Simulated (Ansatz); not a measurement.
# CClF3 (SMILES FC(F)(F)Cl) at 6 levels

Aim: a comparison of 6 runs (HF/STO-3G, B3LYP/def2-SVPD, r2SCAN/def2-SVPD, revPBE/def2-SVPD, RPA@PBE/def2-SVPD, CCSD(T)/def2-SVPD) of CClF3. 

The calculation is run with Ansatz 0.2.0.

54 further runs of the same task are left out: 9 that didn't finish, 45 set aside as unsound or not needed.

### Step 1. Starting point

CClF3: 5 atoms, total charge 0, spin state singlet. SMILES: `FC(F)(F)Cl`. The C2–Cl5 distance was set to 3.160 Å, away from the relaxed value. At this shape a bond of the SMILES string is far longer than usual.

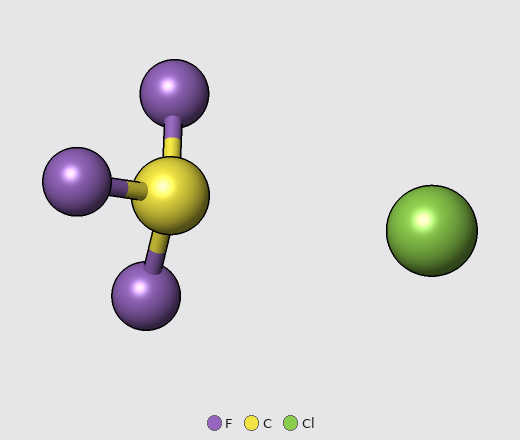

Viewed from a chosen angle; fluorine purple, carbon yellow, chlorine green.

### Step 2. The energy at HF/STO-3G (run 1)

Input file job.yaml:

```yaml
crystal:
  periodic: [false, false, false]
  atoms:
    - {symbol: F, position_ang: [-0.009092, -1.217498, 1.953359]}
    - {symbol: C, position_ang: [-0.224992, -1.319098, 0.653359]}
    - {symbol: F, position_ang: [-1.472392, -1.711198, 0.460159]}
    - {symbol: F, position_ang: [0.588908, -2.235598, 0.158759]}
    - {symbol: Cl, position_ang: [0.276300, 1.463300, -0.758000]}
basis:
  gaussian:
    orbitals: STO-3G
output:
  orbitals: {seedname: orbitals}
accuracy: high
magnetization:
  spin_polarized: false
  initial_magnetization: 0
hamiltonian:
  xc: hf
```

Run with:

```sh
$ ansatz run job.yaml --threads 1 --pin off --max-ram 3480MiB --events-out events.jsonl --progress --plain --runs-dir runs
```

Standard output:

```text
Warning: RAYON_NUM_THREADS=1 ignored (pool sized by the plan → 1); use --threads N
Functional definition: HF
  name "HF"
  exchange = exact_x
  correlation = 0
532 factors; integrals over basis functions are off by at most 3.4e-8 eV
mean field evaluation 1: about -21376.8289 eV, gradient 4.3e1 eV
mean field evaluation 2: about -21376.9455 eV, gradient 4.4e1 eV
mean field evaluation 4: about -21384.3623 eV, gradient 9.4e0 eV
mean field evaluation 8: about -21385.4777 eV, gradient 2.6e-1 eV
mean field -21385.47845019 eV, -785.9018374466 hartree, gradient 2.2e-8 eV, S^2 0.000000; 0 other end points of the search recorded, 0 dependent functions left out
reference -21385.47845019 eV, -785.9018374466 hartree; 25, 25 occupied and 4, 4 virtual orbitals, 532 factors
Total energy: -21385.47845019 eV, -785.9018374466 hartree
```

It took 0.24 s on 1 thread of Arm Neoverse V1, shared host.

### Step 3. The energy at B3LYP/def2-SVPD (run 2)

Input file in.yaml:

```yaml
crystal:
  periodic: [false, false, false]
  atoms:
    - symbol: F
      position_ang: [-0.009092, -1.217498, 1.953359]
    - symbol: C
      position_ang: [-0.224992, -1.319098, 0.653359]
    - symbol: F
      position_ang: [-1.472392, -1.711198, 0.460159]
    - symbol: F
      position_ang: [0.588908, -2.235598, 0.158759]
    - symbol: Cl
      position_ang: [0.276300, 1.463300, -0.758000]
basis:
  gaussian:
    orbitals: def2-SVPD
output: {orbitals: {seedname: orbitals}}
hamiltonian:
  xc: {name: B3LYP}
accuracy: high
```

Run with:

```sh
$ ansatz run in.yaml --threads 1 --pin off --max-ram 3480MiB --events-out events.jsonl --progress --plain --runs-dir runs
```

Standard output:

```text
Warning: RAYON_NUM_THREADS=1 ignored (pool sized by the plan → 1); use --threads N
Functional definition: B3LYP
  name "B3LYP"
  parameter a0 = 0.2
  parameter ax = 0.72
  parameter ac = 0.81
  exchange = (1 - a0 - ax)*slater_x + ax*b88_x + a0*exact_x
  correlation = (1 - ac)*vwn_rpa_c + ac*lyp_c
2285 factors; integrals over basis functions are off by at most 3.9e-9 eV
mean field evaluation 1: about -21689.2188 eV, gradient 5.1e1 eV
mean field evaluation 2: about -21603.8718 eV, gradient 1.8e2 eV
mean field evaluation 4: about -21696.5713 eV, gradient 3.7e0 eV
mean field evaluation 8: about -21696.5928 eV, gradient 3.5e-1 eV
mean field evaluation 16: about -21696.7086 eV, gradient 2.4e-3 eV
mean field -21696.70857273 eV, -797.3393334904 hartree, gradient 3.7e-8 eV, S^2 0.000000; 0 other end points of the search recorded, 0 dependent functions left out
reference -21696.70860952 eV, -797.3393348427 hartree; 25, 25 occupied and 91, 91 virtual orbitals, 2285 factors
Total energy: -21696.70860952 eV, -797.3393348427 hartree
```

It took 12 s on 1 thread of Arm Neoverse V1, shared host; peak memory 0.41 GiB.

Runs 3 to 5 aren't shown in full; the table further down has their settings and results.

### Step 4. A single-point energy at CCSD(T)/def2-SVPD (run 6)

Input file job.yaml:

```yaml
basis:
  gaussian: {orbitals: def2-SVPD}
crystal:
  periodic: [false, false, false]
  atoms:
    - {symbol: F, position_ang: [-0.009092, -1.217498, 1.953359]}
    - {symbol: C, position_ang: [-0.224992, -1.319098, 0.653359]}
    - {symbol: F, position_ang: [-1.472392, -1.711198, 0.460159]}
    - {symbol: F, position_ang: [0.588908, -2.235598, 0.158759]}
    - {symbol: Cl, position_ang: [0.276300, 1.463300, -0.758000]}
correlation: {method: ccsd_t, frozen_orbitals: {C: 1, Cl: 5, F: 1}}
scf: {omitted_lower_state_checks: [cluster_reference, increment]}
accuracy: high
```

Run with:

```sh
$ ansatz run job.yaml --threads 1 --pin off --max-ram 3480MiB --events-out events.jsonl --progress --plain --runs-dir runs
```

Standard output:

```text
Warning: RAYON_NUM_THREADS=1 ignored (pool sized by the plan → 1); use --threads N
[... 12 lines left out ...]
9 core orbitals not correlated: weight in the atoms' cores, before any rotation towards them, 1.000 or more for the frozen orbitals, at most 0.000 for the correlated occupied ones
[... 31 lines left out ...]
WARN: these amplitudes may be one of several solutions (largest doubles amplitude 0.39, level shift 3.64 eV)
Total energy: -21662.21251910 eV, -796.0716269019 hartree
Checks for a lower state left out: cluster_reference, increment
```

It took 92 s on 1 thread of Arm Neoverse V1, shared host; peak memory 1.1 GiB.

### Step 5. The series

```
run              level  frozen core orbitals  energy (Eh)  HOMO energy (eV)  LUMO energy (eV)  HOMO–LUMO gap (eV)  wall time
  1          HF/STO-3G                     –  -785.901837             -6.97             -0.51                6.46     0.24 s
  2    B3LYP/def2-SVPD                     –  -797.339335             -8.45             -6.60                1.85       12 s
  3   r2SCAN/def2-SVPD                     –  -797.154581             -7.51             -7.03                0.47       18 s
  4   revPBE/def2-SVPD                     –  -797.156120             -7.14             -6.85                0.29      9.9 s
  5  RPA@PBE/def2-SVPD                     9  -796.391660                 –                 –                   –       26 s
  6  CCSD(T)/def2-SVPD                     9  -796.071627                 –                 –                   –       92 s
```

### Step 6. Outcome

| quantity | value |
| --- | --- |
| run 6: total energy | -796.07163 Eh |
| run 6: correlation energy (9 core orbitals frozen) | -972.6 mEh |
| run 6: (T) correction | -47.21 mEh |
| run 6: T1 diagnostic | 0.032 |

In words: Over runs 1, 2, 3, 4 the HOMO–LUMO gap runs from 0.29 eV (revPBE/def2-SVPD) to 6.46 eV (HF/STO-3G). The two ends differ in method and basis. Totals of different functionals can't be ranked against each other. In run 6 the T1 diagnostic is large, so a single reference may not serve. In runs 5, 6 the log says that unrestricted orbitals would lower the reference, so the values rest on an unstable closed-shell determinant (other closed-shell runs at this shape may share the fault). In run 1 the basis is minimal, so the values are rough. In runs 1, 2, 3, 4, 5, 6 a closed-shell determinant meets a far-stretched bond, which it describes badly. All runs together took 2.6 min, the longest 92 s.
